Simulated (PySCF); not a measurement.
Sn(H)3(Me), SMILES [SnH3][CH3] (CH6Sn) at its B3LYP/def2-SVP optimised geometry (Å):

```
8

Sn    -0.5838    -0.8154     0.0000
C     -1.3313    -1.8596     1.7512
H      1.1390    -0.8154     0.0000
H     -1.1390     0.8154     0.0000
H     -1.1390    -1.5910    -1.4347
H     -0.9871    -2.9038     1.7395
H     -2.4307    -1.8443     1.7551
H     -0.9625    -1.3704     2.6643
```

Computed with PySCF 2.14.0 with B3LYP/def2-TZVP, def2 effective core potentials past Kr. The core electrons that the potentials of Sn replace are not part of the density. Cells within 0.4 Å of a nucleus heavier than hydrogen are left out (blank, or x).

Map of the electrostatic potential (hartree/e), clipped to [-0.08, 0.12] on the plane z = 0.0 Å:

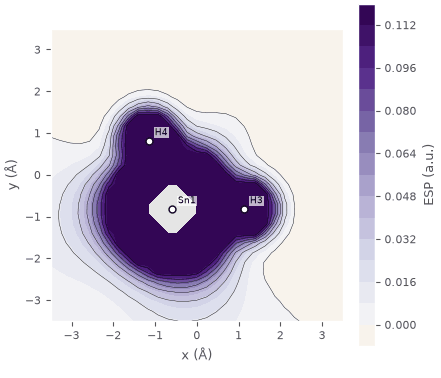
Figure. Electrostatic potential (hartree/e), clipped to [-0.08, 0.12] on the plane z = 0.0 Å.
